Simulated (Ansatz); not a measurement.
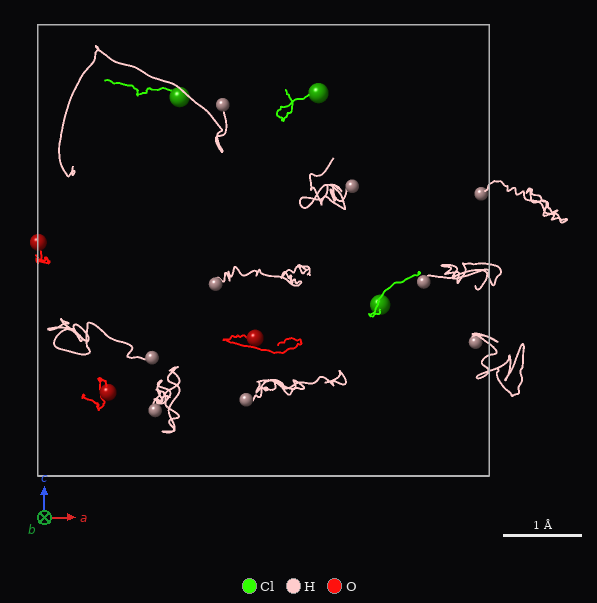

Molecular dynamics of a periodic cell with 3 HCl + 3 H2O at 1.396 g/cm³, 150 fs long. Lines trace each atom's path, in the colour of its element; spheres stand at the starting positions. Seen along the b axis in the simulation cell.

All numbers below come from DFT PBE-D3(BJ), scalar-relativistic, plane waves, PAW (Ansatz). Set-up: plane-wave cutoff 420 eV; k-point mesh 1 × 1 × 1; Fermi-Dirac smearing 0.05 eV; low-accuracy preset; Langevin thermostat (NVT); set temperature 700 K; time step 0.5 fs; friction 0.02 per fs.

> Describe the motion.

In the second half of the run the atoms are, in the root-mean-square, this far from where they began (common drift taken out): H 1.14 Å, Cl 0.59 Å, O 0.40 Å. The heavy atoms stay within a fraction of a molecule's size of their starting places, while the hydrogen atoms travel further, as molecules turn; so short a run doesn't tell a liquid from a solid. Bond changes: one H–O bond forms at about 68 fs; one Cl–H bond breaks at about 84 fs; 2 Cl–H bonds form between 92 fs and 121 fs.

Limits of the set-up: the program's low-accuracy preset was used; the periodic images lie only 5.8 Å apart, so the values are limited by the cell's size.

The run took 4 min on 1 thread of Arm Neoverse V1, with other jobs on the host, peak memory 0.3 GiB.
